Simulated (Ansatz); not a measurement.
Al4Sb3 (charge +1): geometry relaxation

The run: geometry relaxation of Al4Sb3, charge +1. Method and program: RKS PBE-D4/def2-SVP (Ansatz 0.2.0).

The geometry: GFN2-xTB start. Figures and captions count atoms from 1; the log counts them from 0 in places.

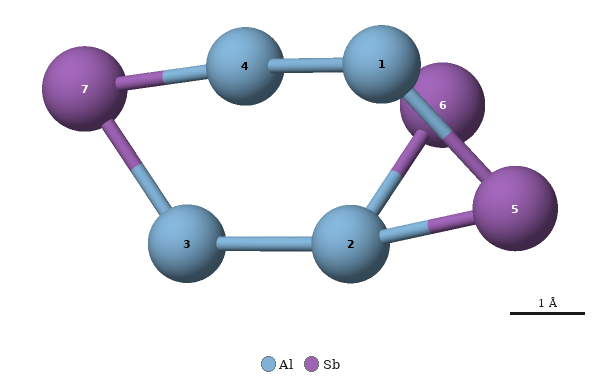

Fig. 1: The starting structure (ball-and-stick view, seen at a tilt; atoms are numbered from 1 in the order of the input). Sticks mark near contacts. Bond lengths as drawn: Al–Al 2.58 to 2.59 Å and Al–Sb 2.59 to 2.67 Å.

Results in brief:

| quantity | value |
| --- | --- |
| outcome | converged |
| total energy | −45975.5446 eV |
| mean-field energy | −45974.9479 eV |
| dispersion energy | −0.5967 eV |
| HOMO | −9.09 eV |
| LUMO | −7.66 eV |
| largest force (length of the vector) at the end | 0.018 eV/Å |
| hardware | 4 threads of Arm Neoverse V2, 23 GiB of memory available, shared host |
| wall time | 22 s (CPU time 80 s) |
| peak memory | 0.26 GiB |

Input:
```yaml
crystal:
  periodic: [false, false, false]
  atoms:
    - {symbol: Al, position_ang: [0.497480, 1.989470, -0.798360]}
    - {symbol: Al, position_ang: [1.142880, -0.149360, 0.903650]}
    - {symbol: Al, position_ang: [-0.973540, -1.439480, 1.651820]}
    - {symbol: Al, position_ang: [-1.370730, 0.263730, -0.374970]}
    - {symbol: Sb, position_ang: [3.022340, 1.305620, -0.241440]}
    - {symbol: Sb, position_ang: [0.997320, -0.728370, -1.701470]}
    - {symbol: Sb, position_ang: [-3.315750, -1.241600, 0.560770]}
basis:
  gaussian: {orbitals: def2-SVP}
total_charge: 1
hamiltonian: {xc: pbe, dispersion: d4}
scf: {lower_state_search: "off"}
output: {orbitals: {seedname: orbitals}}
relax: {f_tol: 0.02, max_steps: 100}
```

Command:
```bash
ansatz run in.yaml --threads 4 --pin off --events-out ev --progress --plain --max-ram 4787MiB
```

What the program printed:
```
Functional definition: PBE
  name "PBE"
  cite "Perdew, Burke & Ernzerhof, Phys. Rev. Lett. 77, 3865 (1996) doi:10.1103/PhysRevLett.77.3865"
  parent pbe
  parameter kappa = 0.804
  parameter beta = 0.06672455060314922
  exchange = pbe_x(kappa = kappa, mu = beta*pi^2/3)
  correlation = pbe_c(beta = beta)
these checks for a lower state are left out or cut short: stability, starts, cluster_reference, orbital_swaps, neighbouring_geometries, increment
1720 factors; their error is unknown
mean field evaluation 1: about -45966.5051 eV, gradient 4.1e1 eV
mean field evaluation 2: about -45878.2692 eV, gradient 1.2e2 eV
mean field evaluation 4: about -45961.7858 eV, gradient 4.4e1 eV
mean field evaluation 8: about -45973.9557 eV, gradient 8.7e-2 eV
mean field -45973.95582989 eV, -1689.5117144820 hartree, gradient 1.3e-6 eV, S^2 0.000000; 0 other end points of the search recorded, 0 dependent functions left out
the calculation of the forces begins
reference -45973.95586739 eV, -1689.5117158599 hartree; 60, 60 occupied and 90, 90 virtual orbitals, 1720 factors
relax step   1: F+E_penalty+E_count = -45974.48327085 eV  Δ(F+E_penalty+E_count) = +0.000e0 eV  max|allowed force component| = 9.374e-1 eV/Å  Δτ_max = 0.0000 Å  (41 SCF iters, accepted)
these checks for a lower state are left out or cut short: stability, starts, cluster_reference, orbital_swaps, neighbouring_geometries, increment
1720 factors; their error is unknown
mean field evaluation 16: about -45974.3858 eV, gradient 5.8e-2 eV
mean field -45974.38584801 eV, -1689.5275173564 hartree, gradient 1.8e-6 eV, S^2 0.000000; 0 other end points of the search recorded, 0 dependent functions left out
the calculation of the forces begins
reference -45974.38588522 eV, -1689.5275187237 hartree; 60, 60 occupied and 90, 90 virtual orbitals, 1720 factors
relax step   2: F+E_penalty+E_count = -45974.92503360 eV  Δ(F+E_penalty+E_count) = -4.418e-1 eV  max|allowed force component| = 4.352e-1 eV/Å  Δτ_max = 0.1978 Å  (29 SCF iters, accepted)
these checks for a lower state are left out or cut short: stability, starts, cluster_reference, orbital_swaps, neighbouring_geometries, increment
1720 factors; their error is unknown
mean field -45974.58870594 eV, -1689.5349722477 hartree, gradient 1.7e-6 eV, S^2 0.000000; 0 other end points of the search recorded, 0 dependent functions left out
the calculation of the forces begins
reference -45974.58874315 eV, -1689.5349736154 hartree; 60, 60 occupied and 90, 90 virtual orbitals, 1720 factors
relax step   3: F+E_penalty+E_count = -45975.13463302 eV  Δ(F+E_penalty+E_count) = -2.096e-1 eV  max|allowed force component| = 3.858e-1 eV/Å  Δτ_max = 0.1950 Å  (30 SCF iters, accepted)
these checks for a lower state are left out or cut short: stability, starts, cluster_reference, orbital_swaps, neighbouring_geometries, increment
1720 factors; their error is unknown
mean field evaluation 32: about -45974.7170 eV, gradient 5.0e-2 eV
mean field -45974.71696707 eV, -1689.5396857573 hartree, gradient 1.6e-6 eV, S^2 0.000000; 0 other end points of the search recorded, 0 dependent functions left out
the calculation of the forces begins
reference -45974.71700450 eV, -1689.5396871330 hartree; 60, 60 occupied and 90, 90 virtual orbitals, 1720 factors
relax step   4: F+E_penalty+E_count = -45975.27118256 eV  Δ(F+E_penalty+E_count) = -1.365e-1 eV  max|allowed force component| = 3.170e-1 eV/Å  Δτ_max = 0.1950 Å  (30 SCF iters, accepted)
these checks for a lower state are left out or cut short: stability, starts, cluster_reference, orbital_swaps, neighbouring_geometries, increment
1720 factors; their error is unknown
mean field -45974.83334852 eV, -1689.5439626967 hartree, gradient 1.7e-6 eV, S^2 0.000000; 0 other end points of the search recorded, 0 dependent functions left out
the calculation of the forces begins
reference -45974.83338607 eV, -1689.5439640768 hartree; 60, 60 occupied and 90, 90 virtual orbitals, 1720 factors
relax step   5: F+E_penalty+E_count = -45975.39941533 eV  Δ(F+E_penalty+E_count) = -1.282e-1 eV  max|allowed force component| = 3.317e-1 eV/Å  Δτ_max = 0.1950 Å  (30 SCF iters, accepted)
these checks for a lower state are left out or cut short: stability, starts, cluster_reference, orbital_swaps, neighbouring_geometries, increment
1720 factors; their error is unknown
mean field -45974.91699462 eV, -1689.5470366341 hartree, gradient 1.6e-6 eV, S^2 0.000000; 0 other end points of the search recorded, 0 dependent functions left out
the calculation of the forces begins
reference -45974.91703240 eV, -1689.5470380227 hartree; 60, 60 occupied and 90, 90 virtual orbitals, 1720 factors
relax step   6: F+E_penalty+E_count = -45975.49579757 eV  Δ(F+E_penalty+E_count) = -9.638e-2 eV  max|allowed force component| = 2.161e-1 eV/Å  Δτ_max = 0.1954 Å  (30 SCF iters, accepted)
these checks for a lower state are left out or cut short: stability, starts, cluster_reference, orbital_swaps, neighbouring_geometries, increment
1720 factors; their error is unknown
mean field -45974.91022884 eV, -1689.5467879964 hartree, gradient 1.7e-6 eV, S^2 0.000000; 0 other end points of the search recorded, 0 dependent functions left out
the calculation of the forces begins
reference -45974.91026669 eV, -1689.5467893876 hartree; 60, 60 occupied and 90, 90 virtual orbitals, 1720 factors
relax step   7: F+E_penalty+E_count = -45975.48680958 eV  Δ(F+E_penalty+E_count) = +8.988e-3 eV  max|allowed force component| = 3.498e-1 eV/Å  Δτ_max = 0.1990 Å  (29 SCF iters, rejected (line search))
these checks for a lower state are left out or cut short: stability, starts, cluster_reference, orbital_swaps, neighbouring_geometries, increment
1720 factors; their error is unknown
mean field evaluation 64: about -45974.9472 eV, gradient 1.0e-3 eV
mean field -45974.94719677 eV, -1689.5481465429 hartree, gradient 2.3e-6 eV, S^2 0.000000; 0 other end points of the search recorded, 0 dependent functions left out
the calculation of the forces begins
reference -45974.94723451 eV, -1689.5481479298 hartree; 60, 60 occupied and 90, 90 virtual orbitals, 1720 factors
relax step   8: F+E_penalty+E_count = -45975.52748303 eV  Δ(F+E_penalty+E_count) = -3.169e-2 eV  max|allowed force component| = 1.982e-1 eV/Å  Δτ_max = 0.0970 Å  (23 SCF iters, accepted)
these checks for a lower state are left out or cut short: stability, starts, cluster_reference, orbital_swaps, neighbouring_geometries, increment
1720 factors; their error is unknown
mean field -45974.95067745 eV, -1689.5482744554 hartree, gradient 2.3e-6 eV, S^2 0.000000; 0 other end points of the search recorded, 0 dependent functions left out
the calculation of the forces begins
reference -45974.95071533 eV, -1689.5482758474 hartree; 60, 60 occupied and 90, 90 virtual orbitals, 1720 factors
relax step   9: F+E_penalty+E_count = -45975.53997694 eV  Δ(F+E_penalty+E_count) = -1.249e-2 eV  max|allowed force component| = 1.712e-1 eV/Å  Δτ_max = 0.0972 Å  (23 SCF iters, accepted)
these checks for a lower state are left out or cut short: stability, starts, cluster_reference, orbital_swaps, neighbouring_geometries, increment
1720 factors; their error is unknown
mean field -45974.94995946 eV, -1689.5482480698 hartree, gradient 1.6e-6 eV, S^2 0.000000; 0 other end points of the search recorded, 0 dependent functions left out
the calculation of the forces begins
reference -45974.94999731 eV, -1689.5482494606 hartree; 60, 60 occupied and 90, 90 virtual orbitals, 1720 factors
relax step  10: F+E_penalty+E_count = -45975.54408645 eV  Δ(F+E_penalty+E_count) = -4.110e-3 eV  max|allowed force component| = 3.796e-2 eV/Å  Δτ_max = 0.0676 Å  (23 SCF iters, accepted)
these checks for a lower state are left out or cut short: stability, starts, cluster_reference, orbital_swaps, neighbouring_geometries, increment
1720 factors; their error is unknown
mean field -45974.94787702 eV, -1689.5481715417 hartree, gradient 1.7e-6 eV, S^2 0.000000; 0 other end points of the search recorded, 0 dependent functions left out
the calculation of the forces begins
reference -45974.94791487 eV, -1689.5481729325 hartree; 60, 60 occupied and 90, 90 virtual orbitals, 1720 factors
relax step  11: F+E_penalty+E_count = -45975.54457829 eV  Δ(F+E_penalty+E_count) = -4.918e-4 eV  max|allowed force component| = 1.514e-2 eV/Å  Δτ_max = 0.0177 Å  (25 SCF iters, accepted)
```

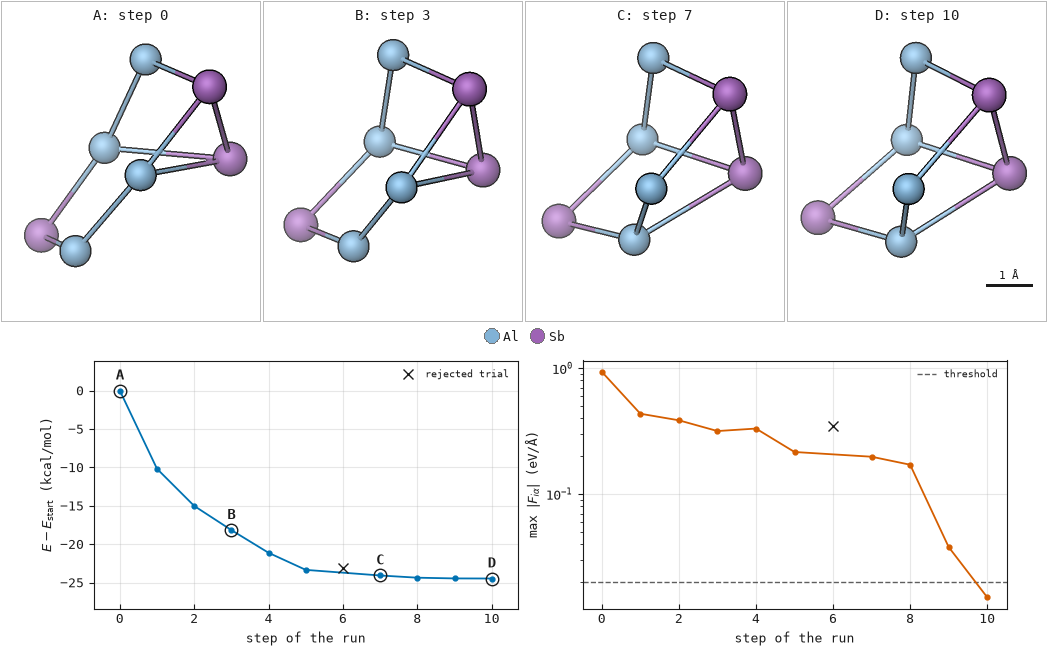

Fig. 2: Frames of the relaxation (ball-and-stick view, seen at a tilt) above the curves, on which the letters mark them (the first geometry is step 0 here and step 1 in the log).

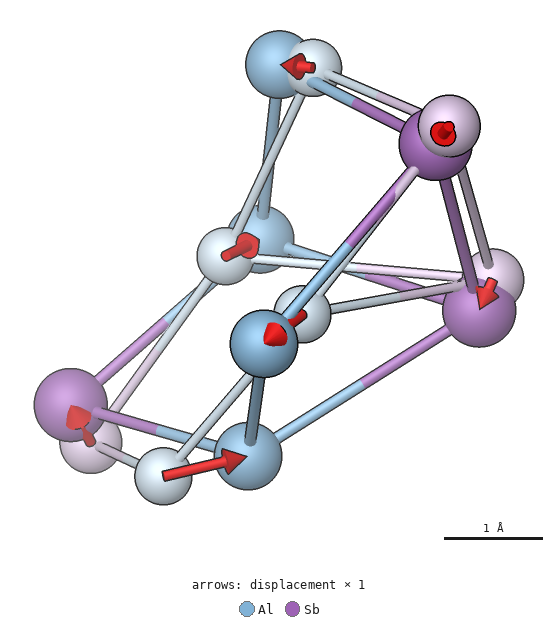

Fig. 3: Start (faint) and end (solid) with the displacements as red arrows, at true length (ball-and-stick view, seen at a tilt). The two geometries are laid on each other by the best rigid fit. Al3 moves most after the best rigid fit: 0.91 Å. Largest moves by element: Al 0.91 Å, Sb 0.67 Å. Distances before and after: Al3–Sb6 3.954 → 2.805 Å, Al2–Sb6 2.673 → 3.260 Å, Sb5–Sb6 3.220 → 2.894 Å, Al4–Sb6 2.890 → 2.805 Å. New bonds form: Al3–Sb6 (3.95 → 2.80 Å). Among the angles that change: Al3–Al2–Sb5 169.3° → 111.1°, Al1–Al4–Sb7 167.6° → 123.9°, Al1–Sb5–Al2 63.8° → 82.2°. After 10 geometry steps the energy has fallen by 24.5 kcal/mol. Largest force component: 0.94 eV/Å at the start, 0.015 eV/Å at the end. The line search rejected the trial step at point 6 (counted from 0) and went back. (Atoms are counted from 1 in the order of the input.)

```
Total energy: -45975.54461613 eV, -1689.5701012995 hartree
Atom 0 at     0.139737     2.110257    -0.665410 Å, force     0.002076    -0.000685    -0.000796 eV/Å
Atom 1 at     1.404023    -0.224003     1.701544 Å, force     0.001594     0.000389    -0.000122 eV/Å
Atom 2 at    -0.565563    -1.565185     0.832968 Å, force    -0.000249    -0.015141     0.009069 eV/Å
Atom 3 at    -1.547177     0.246950    -1.005728 Å, force    -0.010049     0.004968    -0.011505 eV/Å
Atom 4 at     2.628280     1.115189    -0.303480 Å, force     0.007328     0.006307     0.001703 eV/Å
Atom 5 at     0.952135    -0.949724    -1.444102 Å, force    -0.008065     0.001765     0.003853 eV/Å
Atom 6 at    -3.011434    -0.733474     0.884209 Å, force     0.007364     0.002398    -0.002202 eV/Å
Dipole moment:     0.068156     0.314376     0.273328 e Å
Checks for a lower state left out: stability, starts, cluster_reference, orbital_swaps, neighbouring_geometries, increment
```

Trajectory as extended XYZ (Å, eV, eV/Å), 11 frames, from step=1 to step=11:
```
7
Properties=species:S:1:pos:R:3:forces:R:3 step=1 energy=-45974.48327
Al    0.4975    1.9895   -0.7984   -0.5199   0.4337  -0.0491
Al    1.1429   -0.1494    0.9036    0.3005  -0.5346   0.7893
Al   -0.9735   -1.4395    1.6518    0.3956  -0.0866   0.1208
Al   -1.3707    0.2637   -0.3750    0.3591   0.5404  -0.9374
Sb    3.0223    1.3056   -0.2414   -0.7752  -0.4382  -0.0841
Sb    0.9973   -0.7284   -1.7015   -0.0773  -0.0567   0.1028
Sb   -3.3157   -1.2416    0.5608    0.3172   0.1420   0.0577
7
Properties=species:S:1:pos:R:3:forces:R:3 step=2 energy=-45974.92503
Al    0.4039    2.0931   -0.8040   -0.1579   0.4352   0.0505
Al    1.1904   -0.2502    1.0314    0.0866  -0.3064   0.4226
Al   -0.9045   -1.4554    1.6505    0.1803   0.0131  -0.1562
Al   -1.3244    0.3196   -0.5172   -0.1308  -0.2912  -0.3565
Sb    2.8533    1.2094   -0.2777    0.2143   0.1228  -0.1110
Sb    0.9927   -0.7363   -1.6359   -0.2462  -0.1735   0.1469
Sb   -3.2115   -1.1803    0.5528    0.0538   0.2000   0.0037
7
Properties=species:S:1:pos:R:3:forces:R:3 step=3 energy=-45975.13463
Al    0.3046    2.1609   -0.7305    0.1737   0.2234   0.0739
Al    1.3196   -0.3210    1.1592    0.1425  -0.0062   0.2118
Al   -0.8322   -1.4542    1.5345   -0.0208   0.0214  -0.2573
Al   -1.3536    0.2932   -0.6946   -0.3858  -0.3650   0.0016
Sb    2.8027    1.2131   -0.3238   -0.0280   0.0750  -0.0578
Sb    0.9532   -0.8112   -1.5175    0.0089  -0.1194   0.0168
Sb   -3.1943   -1.0807    0.5727    0.1094   0.1707   0.0110
7
Properties=species:S:1:pos:R:3:forces:R:3 step=4 energy=-45975.27118
Al    0.2471    2.1691   -0.6579    0.0155   0.0627  -0.0044
Al    1.4324   -0.3281    1.2800    0.0571   0.0327   0.3170
Al   -0.7653   -1.4574    1.3513    0.0748   0.1050  -0.2979
Al   -1.4150    0.2521   -0.8160   -0.2555  -0.0705   0.0292
Sb    2.7647    1.2233   -0.3637   -0.0868  -0.0879   0.0251
Sb    0.9372   -0.8773   -1.4088    0.0511  -0.1025  -0.1231
Sb   -3.2010   -0.9818    0.6151    0.1436   0.0604   0.0541
7
Properties=species:S:1:pos:R:3:forces:R:3 step=5 energy=-45975.39941
Al    0.2080    2.1787   -0.6540   -0.0493  -0.0508   0.0065
Al    1.5139   -0.3255    1.4240   -0.0374   0.0697   0.3317
Al   -0.6916   -1.4565    1.1708    0.0804   0.1347  -0.2717
Al   -1.4803    0.2533   -0.8953   -0.1615   0.0524   0.0538
Sb    2.7222    1.1908   -0.3686   -0.0574  -0.0995   0.0193
Sb    0.9106   -0.9112   -1.3390    0.0648  -0.1275  -0.2078
Sb   -3.1827   -0.9295    0.6622    0.1603   0.0210   0.0681
7
Properties=species:S:1:pos:R:3:forces:R:3 step=6 energy=-45975.49580
Al    0.1757    2.1648   -0.6197   -0.0459  -0.1571  -0.0437
Al    1.5408   -0.2678    1.5870   -0.1244   0.0096   0.1184
Al   -0.6169   -1.4457    0.9906   -0.0135   0.0328   0.0081
Al   -1.5400    0.2630   -0.9647   -0.0690   0.0993   0.0669
Sb    2.6868    1.1276   -0.3759   -0.0530  -0.0360   0.0268
Sb    0.8943   -0.9528   -1.3377    0.1476   0.0095  -0.2161
Sb   -3.1407   -0.8890    0.7204    0.1581   0.0419   0.0397
7
Properties=species:S:1:pos:R:3:forces:R:3 step=7 energy=-45975.48681 accepted=F
Al    0.1568    2.0752   -0.7496    0.0615   0.1075   0.1196
Al    1.4670   -0.2862    1.6701   -0.0601   0.0177   0.1450
Al   -0.5897   -1.4652    0.8288   -0.0286  -0.3498   0.2350
Al   -1.5547    0.2363   -0.9381   -0.2690   0.1599  -0.2088
Sb    2.6409    1.1372   -0.2458    0.0869   0.0994  -0.2101
Sb    0.9756   -0.9091   -1.4515   -0.1076  -0.0738   0.0946
Sb   -3.0960   -0.7882    0.8861    0.3169   0.0391  -0.1753
7
Properties=species:S:1:pos:R:3:forces:R:3 step=8 energy=-45975.52748
Al    0.1702    2.1159   -0.6383   -0.0568  -0.0131  -0.0419
Al    1.4812   -0.2376    1.6483   -0.0159   0.0109   0.0280
Al   -0.5977   -1.4797    0.9275    0.1605  -0.0635  -0.0696
Al   -1.5601    0.2697   -0.9682    0.1324   0.0816  -0.1048
Sb    2.6669    1.1156   -0.3491   -0.0053  -0.0218   0.0381
Sb    0.9203   -0.9448   -1.3983   -0.0166   0.0025   0.0058
Sb   -3.0808   -0.8391    0.7782   -0.1982   0.0035   0.1444
7
Properties=species:S:1:pos:R:3:forces:R:3 step=9 energy=-45975.53998
Al    0.1608    2.1191   -0.6814    0.0364   0.0019   0.0218
Al    1.4360   -0.2254    1.6939   -0.0245   0.0077   0.0096
Al   -0.5698   -1.5404    0.8569   -0.1023   0.0095   0.0305
Al   -1.5504    0.2758   -0.9750   -0.0904  -0.0679   0.0380
Sb    2.6457    1.1101   -0.3203    0.0019   0.0234   0.0088
Sb    0.9360   -0.9450   -1.4212    0.0078  -0.0054  -0.0573
Sb   -3.0584   -0.7941    0.8472    0.1712   0.0308  -0.0514
7
Properties=species:S:1:pos:R:3:forces:R:3 step=10 energy=-45975.54409
Al    0.1462    2.1099   -0.6657   -0.0037  -0.0061  -0.0034
Al    1.4085   -0.2203    1.6995   -0.0043  -0.0079  -0.0016
Al   -0.5687   -1.5595    0.8346    0.0144  -0.0172   0.0380
Al   -1.5500    0.2485   -0.9997   -0.0100   0.0359  -0.0127
Sb    2.6375    1.1131   -0.3087   -0.0191   0.0110   0.0131
Sb    0.9472   -0.9447   -1.4376    0.0116  -0.0228  -0.0288
Sb   -3.0208   -0.7469    0.8777    0.0111   0.0072  -0.0046
7
Properties=species:S:1:pos:R:3:forces:R:3 step=11 energy=-45975.54458
Al    0.1397    2.1103   -0.6654    0.0021  -0.0007  -0.0008
Al    1.4040   -0.2240    1.7015    0.0016   0.0004  -0.0001
Al   -0.5656   -1.5652    0.8330   -0.0002  -0.0151   0.0091
Al   -1.5472    0.2470   -1.0057   -0.0100   0.0050  -0.0115
Sb    2.6283    1.1152   -0.3035    0.0073   0.0063   0.0017
Sb    0.9521   -0.9497   -1.4441   -0.0081   0.0018   0.0039
Sb   -3.0114   -0.7335    0.8842    0.0074   0.0024  -0.0022
```

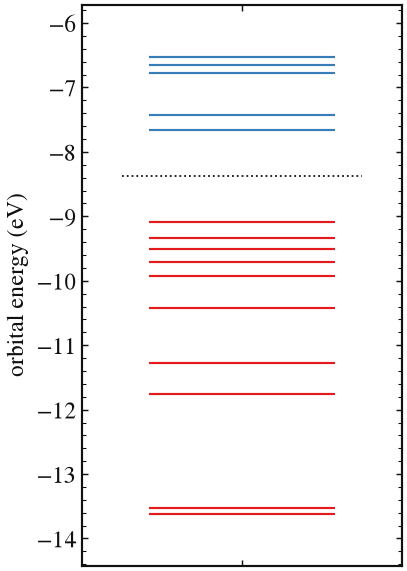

Fig. 4: Orbital energies near the frontier; the dotted line parts filled from empty levels, and levels within 0.02 eV of each other stand side by side. Highest filled −9.09 eV, lowest empty −7.66 eV, 1.43 eV apart.

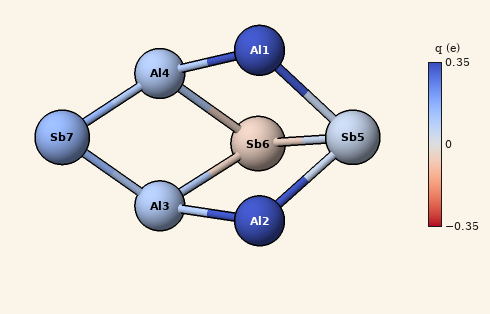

Fig. 5: Mulliken charges, as the colour of each atom (ball-and-stick view, seen on its broad side; atoms are numbered from 1 in the order of the input; Mulliken charges depend strongly on the basis). By element: Al +0.10 to +0.33 and Sb −0.05 to +0.15 e.
